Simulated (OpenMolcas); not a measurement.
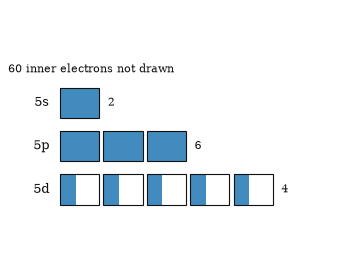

**Figure 1.** The outer shells of the leading configuration of the lowest level: a box for each of the 2l + 1 orbitals, shaded by the share of the shell that is filled, with the electron count at the right.

**Multiconfigurational calculation, with input and output: Ir⁵⁺ complex**

- system: Ir⁵⁺ with 6 ligands (F and H2O; tetragonal octahedron, 1.88 Å), with no charges around it.
- method: state-averaged SS-CASPT2, IPEA shift 0.25, imaginary shift 0.1 hartree, closed shells 5s 5p of the metal and the valence shells of the ligands correlated, active space 4 electrons in the shell 5d, basis ANO-RCC-VDZP on the metal and ANO-RCC-VDZP on the ligands, DKH2 scalar Hamiltonian, spin-orbit coupling by RASSI with atomic mean-field integrals (OpenMolcas)

### Input file
```
&GATEWAY
Coord
11

Ir 0.0 0.0 0.0
F 1.880000 0.000000 0.000000
F 0.000000 1.880000 0.000000
F -1.880000 0.000000 0.000000
F 0.000000 -1.880000 0.000000
O 0.000000 0.000000 2.026640
H 0.779741 0.000000 2.603618
H -0.779741 0.000000 2.603618
O 0.000000 0.000000 -2.026640
H 0.779741 0.000000 -2.603618
H -0.779741 0.000000 -2.603618
Basis=Ir.ANO-RCC-VDZP,F.ANO-RCC-VDZP,H.ANO-RCC-VDZP,O.ANO-RCC-VDZP
Group=XYZ
NoMove
AngMom=0.0 0.0 0.0
AMFI
RICD
&SEWARD
&RASSCF
FileOrb=start.orb
Symmetry=1
Spin=5
nActEl=4 0 0
Inactive=30 34
Ras2=5 0
CIRoot=5 5 1
SDav=5
CIMx=300
Iter=150 100
PrWF=0.3
OrbListing=Nothing
MaxOrb=0
LevShft=1.0
>>> COPY $Project.JobIph JOB001
&RASSCF
FileOrb=start.orb
Symmetry=1
Spin=3
nActEl=4 0 0
Inactive=30 34
Ras2=5 0
CIRoot=45 45 1
SDav=45
CIMx=300
Iter=150 100
PrWF=0.3
OrbListing=Nothing
MaxOrb=0
LevShft=1.0
>>> COPY $Project.JobIph JOB002
&RASSCF
FileOrb=start.orb
Symmetry=1
Spin=1
nActEl=4 0 0
Inactive=30 34
Ras2=5 0
CIRoot=50 50 1
SDav=50
CIMx=300
Iter=150 100
PrWF=0.3
OrbListing=Nothing
MaxOrb=0
LevShft=1.0
>>> COPY $Project.JobIph JOB003
&RASSI
NrOfJobIphs=3 5 45 50
1 2 3 4 5
1 2 3 4 5 6 7 8 9 10 11 12 13 14 15 16 17 18 19 20 21 22 23 24 25 26 27
28 29 30 31 32 33 34 35 36 37 38 39 40 41 42 43 44 45
1 2 3 4 5 6 7 8 9 10 11 12 13 14 15 16 17 18 19 20 21 22 23 24 25 26 27
28 29 30 31 32 33 34 35 36 37 38 39 40 41 42 43 44 45 46 47 48 49 50
IphNames
JOB001
JOB002
JOB003
EJob
SpinOrbit
DIPRint=1.0
SOCoupling=1000.0
Subsets=2
Property=9
'ANGMOM' 1 'ANGMOM' 2 'ANGMOM' 3 'MLTPL  1' 1 'MLTPL  1' 2 'MLTPL  1' 3
'AMFI' 1 'AMFI' 2 'AMFI' 3
SOProperty=3
'ANGMOM' 1 'ANGMOM' 2 'ANGMOM' 3
>>> COPY JOB001 $Project.JobIph
&CASPT2
Multistate=5 1 2 3 4 5
NoMult
Frozen=17 19
IPEA=0.25
Imaginary=0.1
MaxIter=60
WThr=0.0 0.3 0.05
PrWF=0.5
NoMix
>>> COPY JOB002 $Project.JobIph
&CASPT2
Multistate=45 1 2 3 4 5 6 7 8 9 10 11 12 13 14 15 16 17 18 19 20 21 22
23 24 25 26 27 28 29 30 31 32 33 34 35 36 37 38 39 40 41 42 43 44 45
NoMult
Frozen=17 19
IPEA=0.25
Imaginary=0.1
MaxIter=60
WThr=0.0 0.3 0.05
PrWF=0.5
NoMix
>>> COPY JOB003 $Project.JobIph
&CASPT2
Multistate=50 1 2 3 4 5 6 7 8 9 10 11 12 13 14 15 16 17 18 19 20 21 22
23 24 25 26 27 28 29 30 31 32 33 34 35 36 37 38 39 40 41 42 43 44 45 46
47 48 49 50
NoMult
Frozen=17 19
IPEA=0.25
Imaginary=0.1
MaxIter=60
WThr=0.0 0.3 0.05
PrWF=0.5
NoMix
```

The file start.orb holds starting orbitals from an earlier step. A driver script formed the levels outside the program, from RASSI's spin-orbit matrix and the CASPT2 energies (for multi-state variants, the effective Hamiltonian), averaged over the components of each term or state. The log and the time are those of the CASPT2 step.

Hardware: 1 thread of Arm Neoverse V2, 24 GiB of memory available, shared host.

Command:
```bash
OMP_NUM_THREADS=1 MOLCAS_MEM=2457 MOLCAS_PROJECT=a pymolcas a.inp > a.log  # once for each step of the input, in one work folder
```

### The program's output (extracts)
```
--- CASPT2 ---
Orbital specifications:
      -----------------------

      Symmetry species                           1   2
                                                ag  au
      Frozen orbitals                           17  19
      Inactive orbitals                         13  15
      Active orbitals                            5   0
      Secondary orbitals                        44  50
      Deleted orbitals                           0   0
      Number of basis functions                 79  84
Type of calculation                        SS-CASPT2
      Fock operator                              state-specific
      IPEA shift                                 0.25
      Real shift                                 0.00
      Imaginary shift                            0.10
      The input orbitals will be transformed to quasi-canonical
Reference energy:      -18360.7017771036
      E2 (Non-variational):      -1.7308368321
      Shift correction:          -0.0021581203
      E2 (Variational):          -1.7329949524
      Total energy:          -18362.4347720560
      Residual norm:              0.0000001378
      Reference weight:           0.66188
      Contributions to the CASPT2 correlation energy
      Active & Virtual Only:         -0.0187135653
      One Inactive Excited:          -0.2316042832
      Two Inactive Excited:          -1.4805189837
Reference energy:      -18360.6206869085
      E2 (Non-variational):      -1.7160714170
      Shift correction:          -0.0021197986
      E2 (Variational):          -1.7181912156
      Total energy:          -18362.3388781241
      Residual norm:              0.0000006697
      Reference weight:           0.66445
      Contributions to the CASPT2 correlation energy
      Active & Virtual Only:         -0.0184507682
      One Inactive Excited:          -0.2367256613
      Two Inactive Excited:          -1.4608949876
::    CASPT2 Root  1     Total energy: -18362.43477206
::    CASPT2 Root  2     Total energy: -18362.33887812
::    CASPT2 Root  3     Total energy: -18362.24619888
::    CASPT2 Root  4     Total energy: -18362.22172200
::    CASPT2 Root  5     Total energy: -18362.20563815
--- CASPT2 ---
Orbital specifications:
      -----------------------

      Symmetry species                           1   2
                                                ag  au
      Frozen orbitals                           17  19
      Inactive orbitals                         13  15
      Active orbitals                            5   0
      Secondary orbitals                        44  50
      Deleted orbitals                           0   0
      Number of basis functions                 79  84
Type of calculation                        SS-CASPT2
      Fock operator                              state-specific
      IPEA shift                                 0.25
      Real shift                                 0.00
      Imaginary shift                            0.10
      The input orbitals will be transformed to quasi-canonical
Reference energy:      -18360.7682361529
      E2 (Non-variational):      -1.7309903219
      Shift correction:          -0.0019722184
      E2 (Variational):          -1.7329625403
      Total energy:          -18362.5011986932
      Residual norm:              0.0000001017
      Reference weight:           0.66734
      Contributions to the CASPT2 correlation energy
      Active & Virtual Only:         -0.0224596305
      One Inactive Excited:          -0.2246571937
      Two Inactive Excited:          -1.4838734976
Reference energy:      -18360.7556118622
      E2 (Non-variational):      -1.7277501469
      Shift correction:          -0.0019477936
      E2 (Variational):          -1.7296979405
      Total energy:          -18362.4853098027
      Residual norm:              0.0000005307
      Reference weight:           0.66826
      Contributions to the CASPT2 correlation energy
      Active & Virtual Only:         -0.0220013514
      One Inactive Excited:          -0.2238664034
      Two Inactive Excited:          -1.4818823921
::    CASPT2 Root  1     Total energy: -18362.50119869
::    CASPT2 Root  2     Total energy: -18362.48530980
::    CASPT2 Root  3     Total energy: -18362.45993915
::    CASPT2 Root  4     Total energy: -18362.39104735
::    CASPT2 Root  5     Total energy: -18362.38268762
::    CASPT2 Root  6     Total energy: -18362.39340718
::    CASPT2 Root  7     Total energy: -18362.38817051
::    CASPT2 Root  8     Total energy: -18362.38005447
::    CASPT2 Root  9     Total energy: -18362.38383087
::    CASPT2 Root 10     Total energy: -18362.35329567
::    CASPT2 Root 11     Total energy: -18362.34374284
::    CASPT2 Root 12     Total energy: -18362.34603167
::    CASPT2 Root 13     Total energy: -18362.34143721
::    CASPT2 Root 14     Total energy: -18362.31584148
::    CASPT2 Root 15     Total energy: -18362.30139721
::    CASPT2 Root 16     Total energy: -18362.29031536
::    CASPT2 Root 17     Total energy: -18362.28788025
::    CASPT2 Root 18     Total energy: -18362.28945678
::    CASPT2 Root 19     Total energy: -18362.25016324
::    CASPT2 Root 20     Total energy: -18362.22802359
::    CASPT2 Root 21     Total energy: -18362.24955541
::    CASPT2 Root 22     Total energy: -18362.21677380
::    CASPT2 Root 23     Total energy: -18362.23137603
::    CASPT2 Root 24     Total energy: -18362.24275517
::    CASPT2 Root 25     Total energy: -18362.21001874
::    CASPT2 Root 26     Total energy: -18362.20546927
::    CASPT2 Root 27     Total energy: -18362.20951773
::    CASPT2 Root 28     Total energy: -18362.18896331
::    CASPT2 Root 29     Total energy: -18362.20798146
::    CASPT2 Root 30     Total energy: -18362.18337453
--- CASPT2 ---
Orbital specifications:
      -----------------------

      Symmetry species                           1   2
                                                ag  au
      Frozen orbitals                           17  19
      Inactive orbitals                         13  15
      Active orbitals                            5   0
      Secondary orbitals                        44  50
      Deleted orbitals                           0   0
      Number of basis functions                 79  84
Type of calculation                        SS-CASPT2
      Fock operator                              state-specific
      IPEA shift                                 0.25
      Real shift                                 0.00
      Imaginary shift                            0.10
      The input orbitals will be transformed to quasi-canonical
Reference energy:      -18360.7446286732
      E2 (Non-variational):      -1.7402580179
      Shift correction:          -0.0019390088
      E2 (Variational):          -1.7421970267
      Total energy:          -18362.4868257000
      Residual norm:              0.0000004736
      Reference weight:           0.66591
      Contributions to the CASPT2 correlation energy
      Active & Virtual Only:         -0.0241843457
      One Inactive Excited:          -0.2215765488
      Two Inactive Excited:          -1.4944971235
Reference energy:      -18360.7329227037
      E2 (Non-variational):      -1.7427541433
      Shift correction:          -0.0020459478
      E2 (Variational):          -1.7448000910
      Total energy:          -18362.4777227948
      Residual norm:              0.0000009607
      Reference weight:           0.66373
      Contributions to the CASPT2 correlation energy
      Active & Virtual Only:         -0.0231203871
      One Inactive Excited:          -0.2284737008
      Two Inactive Excited:          -1.4911600554
::    CASPT2 Root  1     Total energy: -18362.48682570
::    CASPT2 Root  2     Total energy: -18362.47772279
::    CASPT2 Root  3     Total energy: -18362.46231352
::    CASPT2 Root  4     Total energy: -18362.43779967
::    CASPT2 Root  5     Total energy: -18362.44082048
::    CASPT2 Root  6     Total energy: -18362.40561504
::    CASPT2 Root  7     Total energy: -18362.37447881
::    CASPT2 Root  8     Total energy: -18362.36362544
::    CASPT2 Root  9     Total energy: -18362.36845211
::    CASPT2 Root 10     Total energy: -18362.36448077
::    CASPT2 Root 11     Total energy: -18362.35442781
::    CASPT2 Root 12     Total energy: -18362.33664697
::    CASPT2 Root 13     Total energy: -18362.32428898
::    CASPT2 Root 14     Total energy: -18362.32403021
::    CASPT2 Root 15     Total energy: -18362.31056667
::    CASPT2 Root 16     Total energy: -18362.27905977
::    CASPT2 Root 17     Total energy: -18362.28932656
::    CASPT2 Root 18     Total energy: -18362.26475536
::    CASPT2 Root 19     Total energy: -18362.28093356
::    CASPT2 Root 20     Total energy: -18362.23800865
::    CASPT2 Root 21     Total energy: -18362.20819734
::    CASPT2 Root 22     Total energy: -18362.23252496
::    CASPT2 Root 23     Total energy: -18362.22739695
::    CASPT2 Root 24     Total energy: -18362.21424468
::    CASPT2 Root 25     Total energy: -18362.19944838
::    CASPT2 Root 26     Total energy: -18362.20670122
::    CASPT2 Root 27     Total energy: -18362.22010249
::    CASPT2 Root 28     Total energy: -18362.20536472
::    CASPT2 Root 29     Total energy: -18362.17638895
::    CASPT2 Root 30     Total energy: -18362.19507687
```

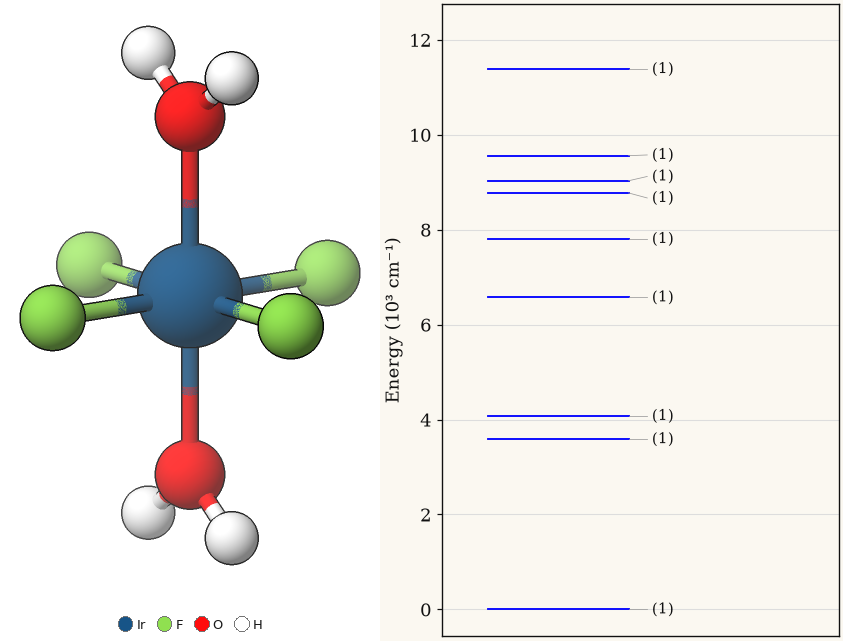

**Figure 2.** Ir⁵⁺ (5d⁴) with 6 ligands, F⁻ with axial H₂O, at 1.88 Å (arrangement: tetragonal octahedron, Ci), axial distortion 1.078, and its levels. Labels give the representation in O, Td, D4 or D3 as the site allows (double group for half-integer spin) where it could be assigned and, in brackets, the degeneracy; spin-free states, where drawn, share the zero of the spin-orbit levels. The ground level is non-degenerate, 77 % from states of spin multiplicity 3. The next level lies at 3,590 cm⁻¹.

### Results in brief

- outcome: converged
- energy of the lowest spin-free term: −18362.50120 hartree
- energy of the lowest spin-orbit level: −18362.53361 hartree
- CASPT2 correlation energy: −1.7330 hartree
- largest spread among components of a term: 0.0 cm⁻¹
- lowest reference weight: 0.623
- wall time: 5.9 min
- peak memory: 0.61 GiB

### Notes

To bear in mind: small active space favours high spin, ground spin may be wrong; covalent bonds, ligand orbitals missing from the active space; distances are set from ionic radii, not optimised.
